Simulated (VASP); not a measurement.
Band structure of PbF2 (fluorite). Method: LDA (Ceperley-Alder, Perdew-Zunger) with spin-orbit coupling, VASP's LDA PAW potentials (set 64) (plane waves; VASP).

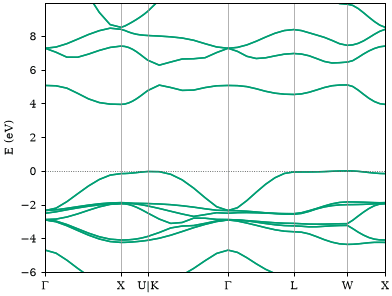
Figure. Bands along high-symmetry lines, zero at the valence-band maximum or, without a gap, the Fermi level

Question: Read the plot: is there a gap, and where are the band edges?

Answer: The gap is indirect, 3.94 eV, from the valence maximum at W to the conduction minimum at X.

The compound is PbF2 in the fluorite structure, the β form. It was relaxed first, which changed the volume by -6 %.
